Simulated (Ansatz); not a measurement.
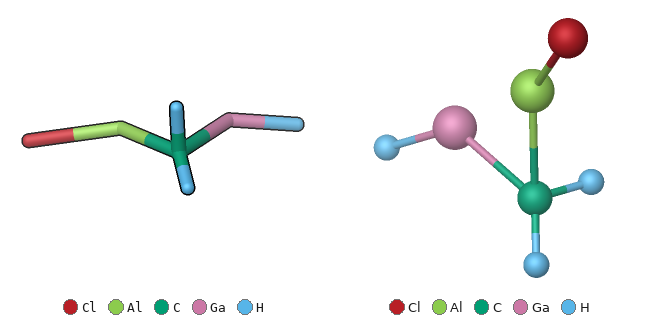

The same structure drawn twice, from different directions.

> Give the formula.

CH₃AlClGa, 7 atoms: 1 carbon, 3 hydrogen, 1 aluminium, 1 chlorine and 1 gallium.

> Which point group does it belong to?

C1.

The parts below concern this one geometry. Atoms keep their numbers from picture to picture. Computed geometry: PBE0-D4/def2-TZVP optimisation.

### Vibrations

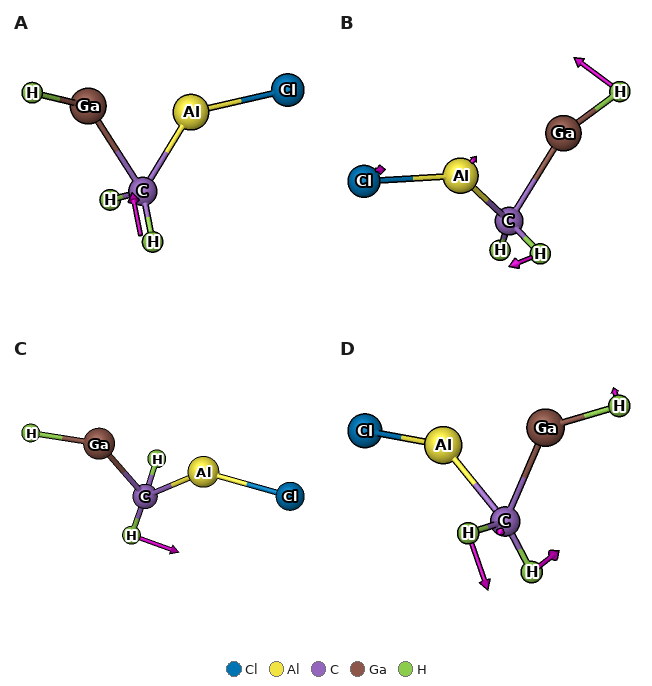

4 normal modes of one molecule or complex, as arrows. Harmonic vibrations computed with RKS PBE0-D4/def2-TZVP (Ansatz 0.2.0) at a stationary point of the same level.

> Match the panels to the wavenumbers 250 cm⁻¹, 434 cm⁻¹, 845 cm⁻¹, 3137 cm⁻¹.

A: 3137 cm⁻¹, C–H stretching
B: 250 cm⁻¹
C: 845 cm⁻¹, angle bending
D: 434 cm⁻¹, Al–C–H bending

### Charges

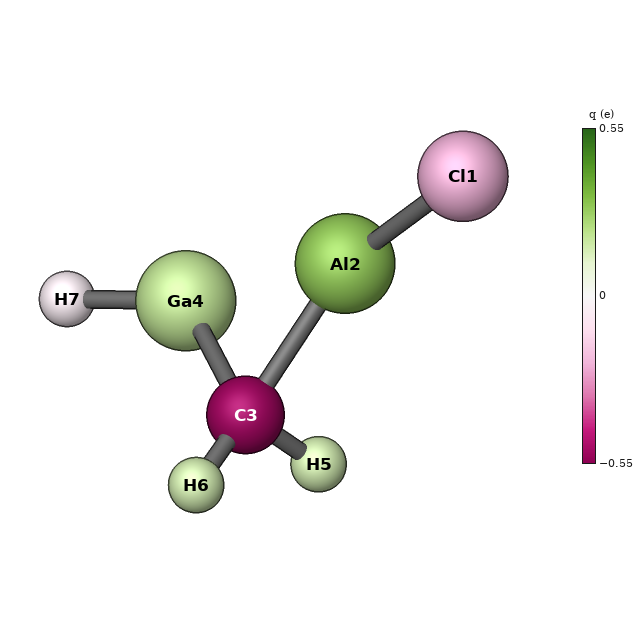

Atoms are coloured by their Mulliken charges. Method: RKS PBE0-D4/def2-TZVP (Ansatz 0.2.0).

List the Mulliken charges.

```
atom  value (e)
 Cl1      −0.23
 Al2       0.29
  C3      −0.51
 Ga4       0.19
  H5       0.15
  H6       0.15
  H7      −0.05
```

### Levels of theory compared

Program: Ansatz 0.2.0.

Compare dipole (D) at these levels: B3LYP-D4/def2-TZVPP; PBE-D4/def2-TZVPP; PBE0-D4/def2-TZVP; r2SCAN-D4/def2-TZVPP; ωB97M-V/def2-TZVPP.

| level | dipole (D) |
| --- | --- |
| B3LYP-D4/def2-TZVPP | 1.52 |
| PBE-D4/def2-TZVPP | 1.52 |
| PBE0-D4/def2-TZVP | 1.62 |
| r2SCAN-D4/def2-TZVPP | 1.48 |
| ωB97M-V/def2-TZVPP | 1.50 |

Mulliken values depend strongly on the basis set and can even reverse the polarity of a bond.
